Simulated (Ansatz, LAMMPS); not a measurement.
**An extra electron or hole in a frame of K+ BF4- in acetonitrile and tetrahydrofuran and propylene carbonate from 300 K (588 atoms)**

Aim: add and remove one electron in a frame of K+ BF4- in acetonitrile and tetrahydrofuran and propylene carbonate from 300 K (588 atoms), with atoms held and relaxed, and read trapping energy and localisation.

Calculated with Ansatz 0.2.0; Kohn-Sham DFT, PBE+D4, PAW (set soft_2), plane waves.

### 1. The structure

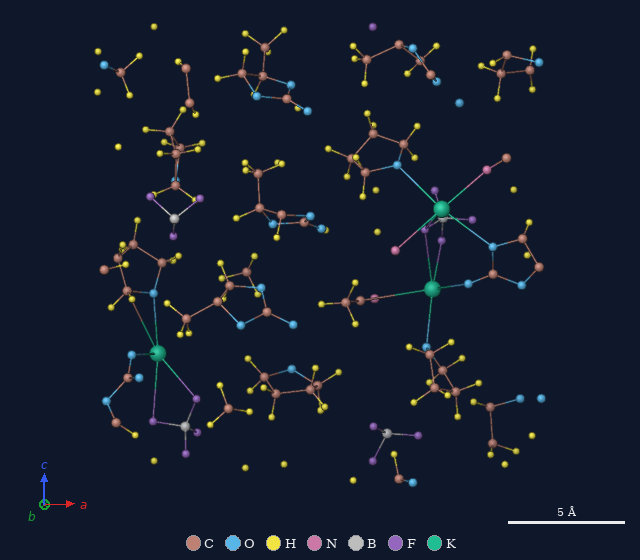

Start, viewed in part; carbon pink, oxygen blue, hydrogen yellow, nitrogen pink, boron light grey, fluorine purple, potassium teal. Drawn is a slice 7 Å thick, seen along the normal of the ac plane. Bonds to atoms that aren't drawn are left out.

The cell holds 588 atoms: 172 C, 70 O, 296 H, 14 N, 6 B, 24 F and 6 K. Its edges and angles: a = 18.946 Å, b = 18.946 Å, c = 18.946 Å, α = 90.0°, β = 90.0°, γ = 90.0°. 14 acetonitrile, 19 tetrahydrofuran, 17 propylene carbonate, 6 K+, 6 BF4- placed at random, at 1.08 g/cm³; overlaps pushed apart, then 10 ps at 550 K with stiff harmonic cages for PF6 and BF4 with UFF radii; Joung-Cheatham ions (J. Phys. Chem. B 112, 9020 (2008)); MMFF94 bonds, angles, torsions, charges and radii (Halgren, J. Comput. Chem. 17, 490 (1996)) in harmonic and 12-6 forms; charges of ions scaled by 0.8. Snapshot after 30 ps at 300 K and fixed volume.

What the set-up can't give: The network of contacts between molecules at the start is that of the classical potential that made the cell, and needn't be the one that DFT or experiment would give. The Brillouin zone is sampled at Γ only, in a cell whose shortest periodic width is 19 Å. The liquid is relaxed first, so the results are those of a frozen frame at zero temperature.

### 2. Single point at the start

A single point comes first, to see the forces before anything moves.

input.yaml reads:

```yaml
crystal:
  lattice:
    - [18.94644, 0.0, 0.0]
    - [0.0, 18.94644, 0.0]
    - [0.0, 0.0, 18.94644]
  atoms:
    - { symbol: C, position: [0.03486, 0.54891, 0.49023] }
    - { symbol: C, position: [0.07472, 0.61198, 0.5158] }
    - { symbol: C, position: [0.13997, 0.60122, 0.47448] }
    - { symbol: O, position: [0.11908, 0.57946, 0.40601] }
    - { symbol: C, position: [0.05537, 0.53946, 0.41551] }
    - { symbol: H, position: [0.04275, 0.50337, 0.52482] }
    - { symbol: H, position: [0.97635, 0.55083, 0.49118] }
    - { symbol: H, position: [0.05291, 0.66106, 0.49998] }
    - { symbol: H, position: [0.08424, 0.61131, 0.57165] }
    - { symbol: H, position: [0.17506, 0.55984, 0.4937] }
    - { symbol: H, position: [0.16869, 0.65025, 0.47501] }
    - { symbol: H, position: [0.06241, 0.47972, 0.4017] }
    - { symbol: H, position: [0.02016, 0.55802, 0.37618] }
    - { symbol: C, position: [0.55816, 0.20198, 0.10029] }
    - { symbol: C, position: [0.61536, 0.25055, 0.12251] }
    - { symbol: C, position: [0.65777, 0.20376, 0.17059] }
    - { symbol: O, position: [0.60921, 0.15267, 0.1975] }
    - { symbol: C, position: [0.54152, 0.16383, 0.16648] }
    - { symbol: H, position: [0.5115, 0.22718, 0.08048] }
    - { symbol: H, position: [0.57348, 0.1614, 0.06321] }
    - { symbol: H, position: [0.64831, 0.27675, 0.08171] }
    - { symbol: H, position: [0.593, 0.29021, 0.16204] }
    - { symbol: H, position: [0.68976, 0.22351, 0.2131] }
    - { symbol: H, position: [0.68824, 0.1702, 0.13465] }
    - { symbol: H, position: [0.51418, 0.20464, 0.20444] }
    - { symbol: H, position: [0.50996, 0.11417, 0.16799] }
    - { symbol: C, position: [0.2018, 0.99041, 0.83986] }
    - { symbol: C, position: [0.18488, 0.92314, 0.87706] }
    - { symbol: C, position: [0.25564, 0.89997, 0.90324] }
    - { symbol: O, position: [0.28739, 0.96123, 0.92924] }
    - { symbol: C, position: [0.25962, 0.01694, 0.88902] }
    - { symbol: H, position: [0.22195, 0.98426, 0.78473] }
    [... 550 atom lines left out ...]
    - { symbol: K, position: [0.75932, 0.56372, 0.41333] }
    - { symbol: K, position: [0.41786, 0.0005, 0.03112] }
    - { symbol: K, position: [0.76917, 0.40118, 0.61187] }
    - { symbol: K, position: [0.78304, 0.75637, 0.59486] }
    - { symbol: K, position: [0.4688, 0.93022, 0.8485] }
    - { symbol: K, position: [0.12961, 0.58667, 0.26686] }
kpoints:
  mp_grid: { grid: [1, 1, 1] }
hamiltonian:
  xc: pbe
  dispersion: d4
scf:
  occupations: { method: fermi_dirac, width: 0.025 }
output:
  forces: true
```

The run is started by

```
$ ansatz run input.yaml --threads 32 --pin off --max-ram 143360MiB --backend cuda --events-out ev --progress --plain --runs-dir out
```

Numbers of over 12 decimals in the logs are rounded to 6 here.

Output:

```text
Engine: ansatz 0.2.0, aarch64-unknown-linux-gnu
Pseudopotentials: kind: paw
Pseudopotential: C, paw, valence charge 4, recommended cutoff 420 eV (normal), C.paw.azcp
Pseudopotential: O, paw, valence charge 6, recommended cutoff 420 eV (normal), O.paw.azcp
Pseudopotential: H, paw, valence charge 1, recommended cutoff 420 eV (normal), H.paw.azcp
Pseudopotential: N, paw, valence charge 5, recommended cutoff 420 eV (normal), N.paw.azcp
Pseudopotential: B, paw, valence charge 3, recommended cutoff 420 eV (normal), B.paw.azcp
Pseudopotential: F, paw, valence charge 7, recommended cutoff 420 eV (normal), F.paw.azcp
Pseudopotential: K, paw, valence charge 9, recommended cutoff 420 eV (normal), K.paw.azcp
Functional definition: PBE
  parameter kappa = 0.804
  parameter beta = 0.066725
  exchange = pbe_x(kappa = kappa, mu = beta*pi^2/3)
  correlation = pbe_c(beta = beta)
device memory: the entry about to start is reckoned to put 22.3 GiB on a device that reports 182.5 GiB free
GPU FFT provider: cuFFT
GPU libraries: cuBLAS 13.8.1, cuFFT 12.4.0, cuSOLVER 12.3.2
GPU matrix products: emulated (plane waves: as basis.precision tells), large ones in fixed point in workspaces of 1.00 GiB
Crystal: 588 atoms, lattice volume = 6801.158 Å³
Basis set: ecut = 420 eV, 133123 PW (Γ), exchange–correlation on 256×256×256 points (8 copies of the dense FFT grid, shifted against one another)
Bands: 1445, of which v1, the nominal top of the filled ones, is band 857 counted from 1 (856 counted from 0)
Symmetry: 1 space group operations
Space group: P1 (ITA 1), of the structure as read, at distance tolerance 1.9e-4 Å
k-points: 1
Non-local potential: C, projectors of the file, l = 0: 2, l = 1: 2, l = 2: 1
Non-local potential: O, projectors of the file, l = 0: 2, l = 1: 2, l = 2: 1
Non-local potential: H, projectors of the file, l = 0: 2, l = 1: 1
Non-local potential: N, projectors of the file, l = 0: 2, l = 1: 2, l = 2: 1
Non-local potential: B, projectors of the file, l = 0: 2, l = 1: 2, l = 2: 1
Non-local potential: F, projectors of the file, l = 0: 2, l = 1: 2, l = 2: 1
Non-local potential: K, projectors of the file, l = 0: 3, l = 1: 2, l = 2: 2
PAW form: soft (Blöchl's): semilocal exchange-correlation on the pseudo side does not see the compensation charge
PAW one-centre angular grid: C, 110 points (default); XC on 64 Gauss nodes
PAW one-centre angular grid: O, 110 points (default); XC on 64 Gauss nodes
PAW one-centre angular grid: H, 110 points (default); XC on 64 Gauss nodes
PAW one-centre angular grid: N, 110 points (default); XC on 64 Gauss nodes
PAW one-centre angular grid: B, 110 points (default); XC on 64 Gauss nodes
PAW one-centre angular grid: F, 110 points (default); XC on 64 Gauss nodes
PAW one-centre angular grid: K, 110 points (default); XC on 64 Gauss nodes
Initial density: superposition of atomic densities (neutral atoms: chi_scale 0, normalization atom), corrected by the library's trained network
Initial wavefunctions: pseudopotential atomic-orbital guess
GPU buffer pool allocated for 2097152 grid points (all kernels)
GPU transforms: local potential and band sums: pruned to the plane-wave sphere, on 125×125×125
Functional: x = pbe(κ = 0.804, μ = 0.219515), c = pbe(β = 0.066725)
SCF iter   1: F=—  HF=-122561.066765 eV  |F-HF|=—  |Δ(HF+E_count)|=         —  Δρ=5.89e-3  dr2=3.97e0  ethr=1.77e-3  ⟨swp⟩=6.0  Hψ=6637  notcnv=0  defer=270
preconditioner: auto → Resta (q_TF=auto, 2.168 Å⁻¹)  ε∞=2.4  [insulator: Δε(μ)=4.479 eV  Ē_g=15.674 eV  σ=0.025 eV  W_gap=1.00  n_scr=1188 (ndim 8)  ℏωp=18.2 eV  f_vac=0.280  D(μ)=0.00/eV (n_scr^D=0)  ε∞_Penn≈2.4]
SCF iter   2: F=—  HF=-122560.073900 eV  |F-HF|=—  |Δ(HF+E_count)|=   9.93e-1  Δρ=3.25e-3  dr2=9.10e-1  ethr=2.32e-4  ⟨swp⟩=2.0  Hψ=1925  notcnv=0  defer=583
SCF iter   3: F=—  HF=-122559.889214 eV  |F-HF|=—  |Δ(HF+E_count)|=   1.85e-1  Δρ=1.70e-3  dr2=3.14e-1  ethr=5.31e-5  ⟨swp⟩=3.0  Hψ=1675  notcnv=0  defer=131
automatic band count: iteration 3 solves 993 bands in place of 1445: the levels show a gap, and the empty bands left out lie too high to hold charge; the band table lists the bands solved (type scf.n_extra_bands for more)
SCF iter   4: F=—  HF=-122559.812832 eV  |F-HF|=—  |Δ(HF+E_count)|=   7.64e-2  Δρ=7.92e-4  dr2=5.56e-2  ethr=1.83e-5  ⟨swp⟩=3.0  Hψ=1948  notcnv=0  defer=131
SCF iter   5: F=—  HF=-122559.803262 eV  |F-HF|=—  |Δ(HF+E_count)|=   9.57e-3  Δρ=4.09e-4  dr2=1.24e-2  ethr=3.25e-6  ⟨swp⟩=3.0  Hψ=2041  notcnv=0  defer=131
SCF iter   6: F=—  HF=-122559.801361 eV  |F-HF|=—  |Δ(HF+E_count)|=   1.90e-3  Δρ=1.45e-4  dr2=1.49e-3  ethr=7.23e-7  ⟨swp⟩=3.0  Hψ=1919  notcnv=0  defer=131
SCF iter   7: F=—  HF=-122559.800977 eV  |F-HF|=—  |Δ(HF+E_count)|=   3.85e-4  Δρ=6.44e-5  dr2=2.92e-4  ethr=8.69e-8  ⟨swp⟩=2.0  Hψ=1661  notcnv=0  defer=131
SCF iter   8: F=—  HF=-122559.793907 eV  |F-HF|=—  |Δ(HF+E_count)|=   7.07e-3  Δρ=2.64e-5  dr2=4.80e-5  ethr=1.70e-8  ⟨swp⟩=2.0  Hψ=1845  notcnv=0  defer=131
SCF iter   9: F=—  HF=-122559.793911 eV  |F-HF|=—  |Δ(HF+E_count)|=   3.99e-6  Δρ=9.50e-6  dr2=6.33e-6  ethr=2.80e-9  ⟨swp⟩=2.0  Hψ=1639  notcnv=0  defer=131
SCF iter  10: F=—  HF=-122559.793912 eV  |F-HF|=—  |Δ(HF+E_count)|=   1.25e-6  Δρ=4.87e-6  dr2=1.73e-6  ethr=3.69e-10  ⟨swp⟩=3.0  Hψ=1702  notcnv=0  defer=131
SCF iter  11: F=-122559.793912 eV  HF=-122559.793912 eV  |F-HF|=5.67e-8  |Δ(HF+E_count)|=   9.60e-8  Δρ=1.70e-6  dr2=2.14e-7  ethr=5.83e-11  ⟨swp⟩=4.0  Hψ=3062  notcnv=0
WARN: dispersion: an atom stands within reach of a switch of its C6 between two reference coordination numbers of its element: through that C6 alone, e_disp changes by 0.025 eV or more while the distances to its neighbours run over a stretch of 0.05 Å that contains this geometry (sites counted from 0 in the run's list of atoms or, [...]
SCF 1 converged in 11 iterations: F = -122559.793912 eV  dr2 = 2.14e-7
  greatest PAW one-centre occupation: 0.988 electrons in one spin orbital (limit 2), on the K atom at site 582 (counted from 0), in its partial waves of l = 0
SCF converged after 11 iterations
Free energy (F): -122559.793912 eV
Harris-Foulkes:  -122559.793912 eV  (|F-HF|=5.67e-8)
Internal energy: -122559.793912 eV  (E = F + TS)
E sigma→0 (E₀):  -122559.793912 eV
Fermi energy:    1.414524 eV
--- Per-component energies (eV) ---
  E_band       = -14920.281938
  E_kinetic    = 40709.099196
  E_local      = -152288.017530  (includes V_loc(G=0)·N_el)
  E_nonlocal   = 11134.696552
  E_hartree    = 58205.388601
  E_xc         = -19810.541890
  E_vxc        = -24931.704074  (∫ρ·V_xc dr)
  E_paw        = -40103.973639  (= ΣΔE_a)
  E_vpaw       = -5954.945302  (= ΣTr[D̂ρ^β])
  E_aug_tail   = -0.185715  (compensation charges beyond the density's cutoff)
  E_ewald      = -20379.856579
  E_disp       = -26.402909  (pairwise vdW)
  E_smearing   = -0.000000  (= −TS)
  E_closure    = -0.000000  (closes the sum)
  Σ components = -122559.793912   (vs F -122559.793912, Δ=0.00e0)
--- Forces (eV/Å), atoms counted from 1 ---
[... 588 lines of forces left out ...]
  max |Σ_I F_I| component: 1.77e-4 eV/Å
```

It took 6.1 s on 1 × NVIDIA GB200 with 32 threads of Arm Neoverse V2, shared host; peak memory 2.4 GiB; 93 s of CPU time.

That memory is the host's; the program planned 22.3 GiB on the GPU.

The program notes that the dispersion model switches parameters near this geometry.

The r.m.s. force at the start is 0.97 eV/Å.

### 3. Relaxation

The atoms are relaxed in the fixed cell, aiming at the force tolerance of the input.

input.yaml reads:

```yaml
crystal:
  lattice:
    - [18.94644, 0.0, 0.0]
    - [0.0, 18.94644, 0.0]
    - [0.0, 0.0, 18.94644]
  atoms:
    [... the 588 atom lines of step 2 ...]
kpoints:
  mp_grid: { grid: [1, 1, 1] }
hamiltonian:
  xc: pbe
  dispersion: d4
scf:
  occupations: { method: fermi_dirac, width: 0.025 }
output:
  forces: true
relax:
  f_tol: 0.06
  max_steps: 150
```

Output:

```text
The last accepted step is kept in <dir> (removed where the run ends without a failure and the disk answers)
[...]
Pseudopotentials: kind: paw
Pseudopotential: C, paw, valence charge 4, recommended cutoff 420 eV (normal), C.paw.azcp
Pseudopotential: O, paw, valence charge 6, recommended cutoff 420 eV (normal), O.paw.azcp
Pseudopotential: H, paw, valence charge 1, recommended cutoff 420 eV (normal), H.paw.azcp
Pseudopotential: N, paw, valence charge 5, recommended cutoff 420 eV (normal), N.paw.azcp
Pseudopotential: B, paw, valence charge 3, recommended cutoff 420 eV (normal), B.paw.azcp
Pseudopotential: F, paw, valence charge 7, recommended cutoff 420 eV (normal), F.paw.azcp
Pseudopotential: K, paw, valence charge 9, recommended cutoff 420 eV (normal), K.paw.azcp
[...]
Crystal: 588 atoms, lattice volume = 6801.158 Å³
Basis set: ecut = 420 eV, 133123 PW (Γ), exchange–correlation on 256×256×256 points (8 copies of the dense FFT grid, shifted against one another)
Bands: 1445, of which v1, the nominal top of the filled ones, is band 857 counted from 1 (856 counted from 0)
Symmetry: 1 space group operations
Space group: P1 (ITA 1), of the structure as read, at distance tolerance 1.9e-4 Å
k-points: 1
[... 15 lines on functional and potentials left out ...]
Initial density: superposition of atomic densities (neutral atoms: chi_scale 0, normalization atom), corrected by the library's trained network
Initial wavefunctions: pseudopotential atomic-orbital guess
[...]
SCF iter   1: F=—  HF=-122561.066770 eV  |F-HF|=—  |Δ(HF+E_count)|=         —  Δρ=5.89e-3  dr2=3.97e0  ethr=1.77e-3  ⟨swp⟩=6.0  Hψ=6637  notcnv=0  defer=270
preconditioner: auto → Resta (q_TF=auto, 2.168 Å⁻¹)  ε∞=2.4  [insulator: Δε(μ)=4.479 eV  Ē_g=15.674 eV  σ=0.025 eV  W_gap=1.00  n_scr=1188 (ndim 8)  ℏωp=18.2 eV  f_vac=0.280  D(μ)=0.00/eV (n_scr^D=0)  ε∞_Penn≈2.4]
SCF iter   2: F=—  HF=-122560.073886 eV  |F-HF|=—  |Δ(HF+E_count)|=   9.93e-1  Δρ=3.25e-3  dr2=9.10e-1  ethr=2.32e-4  ⟨swp⟩=2.0  Hψ=1925  notcnv=0  defer=583
[...]
SCF iter   8: F=-122559.793892 eV  HF=-122559.793907 eV  |F-HF|=1.56e-5  |Δ(HF+E_count)|=   1.01e-5  Δρ=2.61e-5  dr2=4.79e-5  ethr=5.25e-9  ⟨swp⟩=2.0  Hψ=3958  notcnv=0
[...]
SCF 1 converged in 8 iterations: F = -122559.793892 eV  dr2 = 4.79e-5
[...]
relax step   4: F+E_penalty+E_count = -122585.76958351 eV  Δ(F+E_penalty+E_count) = -1.369e0 eV  max|allowed force component| = 5.757e-1 eV/Å  Δτ_max = 0.1938 Å  (7 SCF iters, dr2 threshold 1.00e-4 eV, accepted)
[... from here on, the SCF cycles and remarks between the steps are left out, and one step in 5 is shown ...]
relax step   9: F+E_penalty+E_count = -122587.56977647 eV  Δ(F+E_penalty+E_count) = -2.156e-1 eV  max|allowed force component| = 3.776e-1 eV/Å  Δτ_max = 0.1930 Å  (7 SCF iters, dr2 threshold 1.00e-4 eV, accepted)
relax step  24: F+E_penalty+E_count = -122588.99701480 eV  Δ(F+E_penalty+E_count) = -3.326e-2 eV  max|allowed force component| = 4.143e-1 eV/Å  Δτ_max = 0.1492 Å  (7 SCF iters, dr2 threshold 7.13e-5 eV, accepted)
relax step  37: F+E_penalty+E_count = -122589.30904257 eV  Δ(F+E_penalty+E_count) = -1.981e-2 eV  max|allowed force component| = 3.876e-1 eV/Å  Δτ_max = 0.0463 Å  (5 SCF iters, dr2 threshold 1.00e-4 eV, accepted)
relax step  42: F+E_penalty+E_count = -122589.41424007 eV  Δ(F+E_penalty+E_count) = -2.261e-2 eV  max|allowed force component| = 1.836e-1 eV/Å  Δτ_max = 0.1279 Å  (8 SCF iters, dr2 threshold 1.48e-5 eV, accepted)
relax step  47: F+E_penalty+E_count = -122589.49390691 eV  Δ(F+E_penalty+E_count) = -1.929e-2 eV  max|allowed force component| = 2.075e-1 eV/Å  Δτ_max = 0.1988 Å  (11 SCF iters, accepted)
relax step  48: F+E_penalty+E_count = -122589.50378708 eV  Δ(F+E_penalty+E_count) = -9.880e-3 eV  max|allowed force component| = 2.681e-1 eV/Å  Δτ_max = 0.1167 Å  (7 SCF iters, dr2 threshold 1.58e-5 eV, accepted)
[...]
Step cancelled. What follows is not a result of the run: it is the report of the last solve that finished, which converged after 7 SCF iterations.
Free energy (F): -122589.503787 eV
Harris-Foulkes:  -122589.503788 eV  (|F-HF|=1.19e-6)
Internal energy: -122589.503787 eV  (E = F + TS)
E sigma→0 (E₀):  -122589.503787 eV
Fermi energy:    1.484795 eV
--- Per-component energies (eV) ---
[...]
Σ components = -122589.503787   (vs F -122589.503787, Δ=0.00e0)
--- Forces (eV/Å), atoms counted from 1 ---
[... 588 lines of forces left out ...]
  max |Σ_I F_I| component: 1.83e-3 eV/Å
End of that report.
this run last wrote the structure of step 48 to <dir>
Error: SIGINT received: cancelled by the caller after 1 completed SCF iterations
```

Run time: 4.9 min. Hardware: 1 × NVIDIA GB200 with 32 threads; peak memory 2.6 GiB.

The relaxation was stopped at its limit after 48 steps, 29.7 eV below its start, with a largest force component of 0.27 eV/Å.

(Continued in part 2 of 4.)

[Logs are printed without paths, hosts, clocks, repeated set-up lines and the standing remarks that a program may print on its own settings, such as how far it seeks lower states.]

[Hosts, paths, dates, database ids (printed as entryN), source tags and the programs' standing remarks are cut or masked in the printed files.]

[The MMFF94 radii named for the starting cell were scaled by 0.96; in molecules described by MMFF94, hydrogen bound to N, O or S took a small fixed 12-6 site in their place.]
